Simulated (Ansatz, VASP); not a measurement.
**PtSe2 in two plane-wave programs**

One calculation is typed for both programs; each brings its own data sets and cutoff. How far apart do they land?

Program: Ansatz 0.2.0. Level of theory: plane waves, with VASP 6.6.1 beside it; zone-centre phonons at LDA. Results are calculated unless marked as measured.

The database entry behind the starting cell is an old determination (1929), so it need not match the best structure at ambient conditions.

### 1. The starting structure

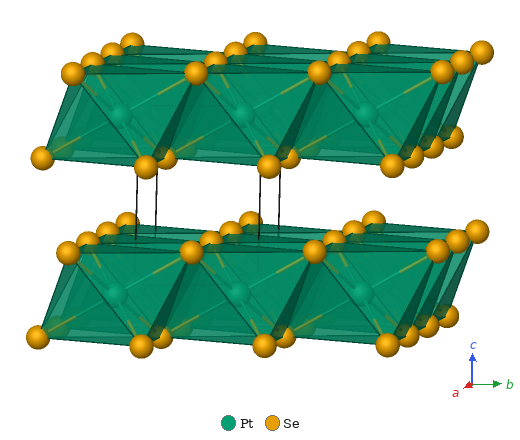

The starting structure, seen slightly off an axis (platinum teal, selenium orange). 2×2×1 cells are drawn. Some periodic images of atoms are drawn too.

### 2. VASP: zone-centre phonons, LDA

Second derivatives magnify differences that forces hide, and they need a tight electronic threshold.

Lines of VASP's logs that name or quote its potential files are left out, and so is its time.

INCAR

```
SYSTEM = PtSe2
PREC = Accurate
ENCUT = 450
EDIFF = 1E-08
NELM = 100
ISMEAR = 0
SIGMA = 0.05
LREAL = .FALSE.
ALGO = Normal
GGA = CA
NBANDS = 17
LORBIT = 11
LWAVE = .FALSE.
LCHARG = .FALSE.
KPAR = 4
IBRION = 8
ISIF = 2
```

POSCAR

```
PtSe2
1.0
    3.7310000000      0.0000000000      0.0000000000
   -1.8655000000      3.2311407815      0.0000000000
    0.0000000000      0.0000000000      5.0720000000
Pt Se
1 2
Direct
    0.0000000000      0.0000000000      0.0000000000
    0.6666666667      0.3333333333      0.7474660985
    0.3333333333      0.6666666667      0.2525339015
```

KPOINTS

```
Automatic mesh
0
Gamma
10 10 8
0 0 0
```

The projector-augmented-wave data sets are Pt and Se (LDA family, release 64).

On the command line:

```bash
$ mpirun -np 4 vasp_std
```

Numbers of over 12 decimals in the logs are rounded to 6 here.

The program printed:

```text
[banner, memory and clock lines left out]
running    4 mpi-ranks, on    1 nodes
 distrk:  each k-point on    1 cores,    4 groups
 distr:  one band on    1 cores,    1 groups

 POSCAR found type information on POSCAR PtSe
 POSCAR found :  2 types and       3 ions
 LDA part: xc-table for (Slater(with rela. corr.)+CA(PZ))
 , standard interpolation
 POSCAR, INCAR and KPOINTS ok, starting setup
 FFT: planning ... GRIDC
 FFT: planning ... GRID_SOFT
 FFT: planning ... GRID
 WAVECAR not read
 entering main loop
       N       E                     dE             d eps       ncg     rms          rms(c)
DAV:   1     0.964884578579E+02    0.96488E+02   -0.93627E+03  3300   0.101E+03
DAV:   2    -0.136142981437E+02   -0.11010E+03   -0.10715E+03  4047   0.205E+02
DAV:   3    -0.178764783514E+02   -0.42622E+01   -0.42262E+01  3834   0.411E+01
DAV:   4    -0.179083563257E+02   -0.31878E-01   -0.31866E-01  4167   0.385E+00
DAV:   5    -0.179086694641E+02   -0.31314E-03   -0.31312E-03  3915   0.364E-01    0.129E+01
DAV:   6    -0.173084597618E+02    0.60021E+00   -0.44823E+00  3278   0.195E+01    0.782E+00
DAV:   7    -0.170925965512E+02    0.21586E+00   -0.87198E-01  3279   0.950E+00    0.386E+00
DAV:   8    -0.170638033781E+02    0.28793E-01   -0.61134E-02  3523   0.175E+00    0.814E-01
DAV:   9    -0.170609144414E+02    0.28889E-02   -0.65263E-03  3610   0.776E-01    0.217E-01
DAV:  10    -0.170608978476E+02    0.16594E-04   -0.11220E-03  3756   0.215E-01    0.403E-02
DAV:  11    -0.170608902339E+02    0.76136E-05   -0.62448E-05  3905   0.669E-02    0.255E-02
DAV:  12    -0.170608892853E+02    0.94860E-06   -0.48083E-06  3781   0.138E-02    0.440E-03
DAV:  13    -0.170608890986E+02    0.18675E-06   -0.77620E-07  3785   0.724E-03    0.160E-03
DAV:  14    -0.170608890951E+02    0.34750E-08   -0.77973E-08  3860   0.202E-03
   1 F= -.17060889E+02 E0= -.17060212E+02  d E =-.135511E-02
 Linear response reoptimize wavefunctions to high precision
DAV:   1    -0.170608890955E+02   -0.38381E-09   -0.30372E-09  2431   0.413E-04
DAV:   2    -0.170608890955E+02   -0.12506E-10   -0.13057E-10  1811   0.867E-05
 Linear response DOF=           4
 Linear response progress:
  Degree of freedom:   1/  4
       N       E                     dE             d eps       ncg     rms          rms(c)
RMM:   1    -0.256632339590E+00   -0.25663E+00   -0.25748E-01 13096   0.331E+00
RMM:   2    -0.249175752731E+00    0.74566E-02   -0.72886E-03 11603   0.509E-01    0.196E-01
RMM:   3    -0.249006681535E+00    0.16907E-03   -0.38802E-04 12684   0.117E-01    0.117E-01
RMM:   4    -0.249478306750E+00   -0.47163E-03   -0.51912E-04 13125   0.122E-01    0.212E-02
RMM:   5    -0.249528239151E+00   -0.49932E-04   -0.35047E-05 12858   0.360E-02    0.918E-03
RMM:   6    -0.249572772269E+00   -0.44533E-04   -0.51766E-07 13427   0.527E-03    0.136E-03
RMM:   7    -0.249553735722E+00    0.19037E-04   -0.24099E-07 13411   0.194E-03    0.789E-04
RMM:   8    -0.249549081212E+00    0.46545E-05   -0.32750E-07 13289   0.105E-03    0.209E-04
RMM:   9    -0.249546445138E+00    0.26361E-05   -0.19440E-07 13514   0.682E-04    0.159E-04
RMM:  10    -0.249546889899E+00   -0.44476E-06   -0.11485E-07 13141   0.357E-04    0.276E-05
RMM:  11    -0.249547135212E+00   -0.24531E-06   -0.65195E-08 13886   0.118E-04    0.150E-05
RMM:  12    -0.249547160029E+00   -0.24817E-07    0.10027E-09 14067   0.847E-05    0.170E-06
RMM:  13    -0.249547149404E+00    0.10626E-07   -0.22395E-08 14863   0.676E-05    0.232E-06
RMM:  14    -0.249547209899E+00   -0.60496E-07   -0.11441E-08 12483   0.594E-05    0.119E-06
RMM:  15    -0.249547169895E+00    0.40004E-07   -0.23054E-08 13281   0.592E-05    0.112E-07
RMM:  16    -0.249547159042E+00    0.10853E-07   -0.19095E-08  8884   0.580E-05    0.823E-08
 first order change of Fermi-energy  -0.70008E-05
 force on displaced ion       1 direction 1 : -14.920   0.000   0.000
 Linear response progress:
  Degree of freedom:   2/  4
       N       E                     dE             d eps       ncg     rms          rms(c)
RMM:   1    -0.272743577977E+00   -0.27274E+00   -0.26353E-01  5544   0.332E+00
RMM:   2    -0.264355563172E+00    0.83880E-02   -0.71366E-03  4803   0.537E-01    0.207E-01
RMM:   3    -0.264028119072E+00    0.32744E-03   -0.69087E-04  5221   0.144E-01    0.119E-01
RMM:   4    -0.264260447629E+00   -0.23233E-03   -0.38989E-04  5360   0.103E-01    0.401E-02
RMM:   5    -0.264430477056E+00   -0.17003E-03   -0.13235E-05  5472   0.224E-02    0.152E-02
RMM:   6    -0.264488189734E+00   -0.57713E-04   -0.66307E-06  5119   0.134E-02    0.214E-03
RMM:   7    -0.264473278255E+00    0.14911E-04   -0.24391E-07  5509   0.298E-03    0.993E-04
RMM:   8    -0.264461398696E+00    0.11880E-04   -0.25750E-08  5548   0.832E-04    0.101E-04
RMM:   9    -0.264461607098E+00   -0.20840E-06    0.16725E-09  5640   0.202E-04    0.559E-05
RMM:  10    -0.264461969960E+00   -0.36286E-06    0.21252E-09  5721   0.104E-04    0.236E-05
RMM:  11    -0.264461815633E+00    0.15433E-06   -0.18376E-08  5781   0.728E-05    0.533E-06
RMM:  12    -0.264461849771E+00   -0.34138E-07   -0.96681E-09  5792   0.593E-05    0.166E-06
RMM:  13    -0.264461872351E+00   -0.22580E-07   -0.26726E-10  5587   0.552E-05    0.684E-07
RMM:  14    -0.264461907525E+00   -0.35174E-07    0.21804E-09  4391   0.539E-05    0.261E-07
RMM:  15    -0.264461878318E+00    0.29208E-07    0.59796E-09  3914   0.538E-05    0.454E-08
 first order change of Fermi-energy  -0.34725E-03
 force on displaced ion       1 direction 3 :  -0.000   0.000 -15.491
 Linear response progress:
  Degree of freedom:   3/  4
       N       E                     dE             d eps       ncg     rms          rms(c)
RMM:   1    -0.777871481418E-01   -0.77787E-01    0.58350E-02 33220   0.152E+00
RMM:   2    -0.766616049805E-01    0.11255E-02   -0.15188E-03 21405   0.233E-01    0.104E-01
RMM:   3    -0.765475788705E-01    0.11403E-03   -0.45393E-05 23346   0.390E-02    0.594E-02
RMM:   4    -0.764990845329E-01    0.48494E-04   -0.24323E-05 23922   0.301E-02    0.648E-03
RMM:   5    -0.764971395363E-01    0.19450E-05   -0.49268E-07 24084   0.514E-03    0.132E-03
RMM:   6    -0.764955557260E-01    0.15838E-05   -0.10915E-07 24357   0.144E-03    0.349E-04
RMM:   7    -0.764946043754E-01    0.95135E-06   -0.65369E-08 24558   0.471E-04    0.775E-05
RMM:   8    -0.764944228241E-01    0.18155E-06   -0.46435E-08 24778   0.122E-04    0.412E-05
RMM:   9    -0.764943332237E-01    0.89600E-07   -0.18169E-08 24829   0.733E-05    0.196E-05
RMM:  10    -0.764942660590E-01    0.67165E-07   -0.41874E-08 25195   0.600E-05    0.269E-06
RMM:  11    -0.764942814371E-01   -0.15378E-07   -0.52647E-08 24731   0.506E-05    0.122E-06
RMM:  12    -0.764942899125E-01   -0.84754E-08   -0.24206E-08 21373   0.489E-05    0.402E-07
 first order change of Fermi-energy  -0.50435E-05
 force on displaced ion       2 direction 1 :  -7.768  -0.000   0.001
 Linear response progress:
  Degree of freedom:   4/  4
       N       E                     dE             d eps       ncg     rms          rms(c)
RMM:   1    -0.936367884603E-01   -0.93637E-01    0.52632E-02  7415   0.149E+00
RMM:   2    -0.917766878719E-01    0.18601E-02   -0.17087E-03  5031   0.245E-01    0.149E-01
RMM:   3    -0.915863766404E-01    0.19031E-03   -0.23792E-04  5424   0.728E-02    0.988E-02
RMM:   4    -0.914637075245E-01    0.12267E-03   -0.51887E-05  5387   0.473E-02    0.533E-02
RMM:   5    -0.914242164077E-01    0.39491E-04   -0.26484E-05  5483   0.250E-02    0.943E-03
RMM:   6    -0.914278669817E-01   -0.36506E-05   -0.66483E-07  5492   0.365E-03    0.350E-03
RMM:   7    -0.914330780823E-01   -0.52111E-05   -0.34504E-07  5453   0.281E-03    0.842E-04
RMM:   8    -0.914316145425E-01    0.14635E-05    0.28521E-08  5606   0.622E-04    0.164E-04
RMM:   9    -0.914313047226E-01    0.30982E-06   -0.18689E-08  5647   0.144E-04    0.491E-05
RMM:  10    -0.914312751335E-01    0.29589E-07   -0.55787E-09  5736   0.863E-05    0.102E-05
RMM:  11    -0.914312763351E-01   -0.12015E-08   -0.20968E-08  5843   0.598E-05    0.274E-06
 first order change of Fermi-energy   0.91533E+00
 force on displaced ion       2 direction 3 :  -0.000   0.000  -9.398
 Linear response finished
```

OUTCAR, selected parts (step 2):

```text
ion  position               nearest neighbor table
   1  0.000  0.000  0.000-   2 2.51   3 2.51   3 2.51   2 2.51   2 2.51   3 2.51
   2  0.667  0.333  0.747-   1 2.51   1 2.51   1 2.51
   3  0.333  0.667  0.253-   1 2.51   1 2.51   1 2.51

  LATTYP: Found a hexagonal cell.
 ALAT       =     3.7310000000
 C/A-ratio  =     1.3594210667

 Subroutine GETGRP returns: Found 12 space group operations
 (whereof 12 operations were pure point group operations)

The static configuration has the point symmetry D_3d.

 Found     94 irreducible k-points:

   k-points           NKPTS =     94   k-points in BZ     NKDIM =     94   number of bands    NBANDS=     17

   dimension x,y,z NGX =    28 NGY =   28 NGZ =   36
   dimension x,y,z NGXF=    56 NGYF=   56 NGZF=   72

   ENCUT  =  450.0 eV  33.07 Ry    5.75 a.u.   6.45  6.45  8.77*2*pi/ulx,y,z

   NELECT =      22.0000    total number of electrons

 k-points in reciprocal lattice and weights: Automatic mesh
   0.00000000  0.00000000  0.00000000       0.001
   0.10000000  0.00000000  0.00000000       0.007
   0.20000000  0.00000000  0.00000000       0.007
   0.30000000  0.00000000  0.00000000       0.007
   0.40000000  0.00000000  0.00000000       0.007
   0.50000000  0.00000000  0.00000000       0.004
   0.10000000  0.10000000  0.00000000       0.007
   0.20000000  0.10000000  0.00000000       0.015
   0.30000000  0.10000000  0.00000000       0.015
[...]
0.40000000  0.20000000  0.50000000       0.007
   0.30000000  0.30000000  0.50000000       0.007

 average (electrostatic) potential at core
       1 -68.7355       2 -58.9020       3 -58.9020

  Total       -0.4686390     -0.4686390     -0.9458975     -0.0000000     -0.0000000      0.0000000
  in kB      -12.2797237    -12.2797237    -24.7853071     -0.0000000     -0.0000000      0.0000000
  external PRESSURE =     -16.4482515 kB  Pullay stress =       0.0000000 kB

  energy-cutoff  :      450.00
  volume of cell :       61.14
      direct lattice vectors                 reciprocal lattice vectors
     3.731000000  0.000000000  0.000000000     0.268024658  0.154744109  0.000000000
    -1.865500000  3.231140782  0.000000000     0.000000000  0.309488217  0.000000000
     0.000000000  0.000000000  5.072000000     0.000000000  0.000000000  0.197160883

 POSITION                                       TOTAL-FORCE (eV/Angst)
 -----------------------------------------------------------------------------------
      0.00000      0.00000      0.00000        -0.000000      0.000000      0.000000
      1.86550      1.07705      3.79115        -0.000000      0.000000      0.000019
     -0.00000      2.15409      1.28085         0.000000     -0.000000     -0.000019
 -----------------------------------------------------------------------------------
    total drift:                               -0.000000      0.000000      0.000000

 Eigenvectors and eigenvalues of the dynamical matrix
 ----------------------------------------------------

   1 f  =    6.585667 THz    41.378965 2PiTHz  219.674202 cm-1    27.236118 meV
             X         Y         Z           dx          dy          dz
      0.000000  0.000000  0.000000    -0.000000    0.000000    0.668930
      1.865500  1.077047  3.791148     0.000000   -0.000000   -0.525610
     -0.000000  2.154094  1.280852     0.000000    0.000000   -0.525610

   2 f  =    6.463746 THz    40.612914 2PiTHz  215.607360 cm-1    26.731894 meV
             X         Y         Z           dx          dy          dz
      0.000000  0.000000  0.000000    -0.668864   -0.000003    0.000000
      1.865500  1.077047  3.791148     0.525652    0.000002   -0.000000
     -0.000000  2.154094  1.280852     0.525652    0.000002    0.000000

   3 f  =    6.463746 THz    40.612914 2PiTHz  215.607360 cm-1    26.731894 meV
             X         Y         Z           dx          dy          dz
      0.000000  0.000000  0.000000    -0.000003    0.668864   -0.000000
      1.865500  1.077047  3.791148     0.000002   -0.525652   -0.000000
     -0.000000  2.154094  1.280852     0.000002   -0.525652    0.000000

   4 f  =    5.849211 THz    36.751677 2PiTHz  195.108678 cm-1    24.190382 meV
             X         Y         Z           dx          dy          dz
      0.000000  0.000000  0.000000    -0.000000    0.000000    0.000000
      1.865500  1.077047  3.791148     0.000000    0.000000   -0.707107
     -0.000000  2.154094  1.280852     0.000000    0.000000    0.707107

   5 f  =    4.999826 THz    31.414836 2PiTHz  166.776258 cm-1    20.677611 meV
             X         Y         Z           dx          dy          dz
      0.000000  0.000000  0.000000    -0.000000   -0.000000   -0.000000
      1.865500  1.077047  3.791148     0.707107   -0.000002    0.000000
     -0.000000  2.154094  1.280852    -0.707107    0.000002    0.000000

   6 f  =    4.999826 THz    31.414836 2PiTHz  166.776258 cm-1    20.677611 meV
             X         Y         Z           dx          dy          dz
      0.000000  0.000000  0.000000     0.000000    0.000000    0.000000
      1.865500  1.077047  3.791148    -0.000002   -0.707107    0.000000
     -0.000000  2.154094  1.280852     0.000002    0.707107    0.000000

   7 f/i=    0.000092 THz     0.000579 2PiTHz    0.003073 cm-1     0.000381 meV
             X         Y         Z           dx          dy          dz
      0.000000  0.000000  0.000000    -0.207722    0.713773    0.000000
      1.865500  1.077047  3.791148    -0.132158    0.454119    0.000000
     -0.000000  2.154094  1.280852    -0.132158    0.454119    0.000000

   8 f/i=    0.000092 THz     0.000579 2PiTHz    0.003073 cm-1     0.000381 meV
             X         Y         Z           dx          dy          dz
      0.000000  0.000000  0.000000    -0.713773   -0.207722   -0.000000
      1.865500  1.077047  3.791148    -0.454119   -0.132158   -0.000000
     -0.000000  2.154094  1.280852    -0.454119   -0.132158    0.000000

   9 f/i=    0.000676 THz     0.004245 2PiTHz    0.022538 cm-1     0.002794 meV
             X         Y         Z           dx          dy          dz
      0.000000  0.000000  0.000000    -0.000000    0.000000   -0.743325
      1.865500  1.077047  3.791148     0.000000    0.000000   -0.473005
     -0.000000  2.154094  1.280852     0.000000    0.000000   -0.473005

 ELASTIC MODULI CONTR FROM IONIC RELAXATION (kBar)
 Direction    XX          YY          ZZ          XY          YZ          ZX
 --------------------------------------------------------------------------------
 XX        -678.9235   -413.6163   -717.3465      0.0000    275.7285     -0.0000
 YY        -413.6163   -678.9235   -717.3465      0.0000   -275.7285     -0.0000
 ZZ        -717.3465   -717.3465   -941.9995      0.0000      0.0000     -0.0000
 XY           0.0000      0.0000      0.0000   -132.6536     -0.0000    253.9216
 YZ         275.7285   -275.7285      0.0000     -0.0000   -573.1183      0.0000
 ZX          -0.0000     -0.0000     -0.0000    253.9216      0.0000   -486.0494
 --------------------------------------------------------------------------------
```

(Continued in part 2 of 2.)

[Lines on the potential files, build, host, timing and source positions are cut from VASP's logs without a mark.]

[Logs are printed without paths, hosts, clocks, repeated set-up lines and the standing remarks that a program may print on its own settings, such as how far it seeks lower states.]

[Hosts, paths, dates, database ids (printed as entryN), source tags and the programs' standing remarks are cut or masked in the printed files.]
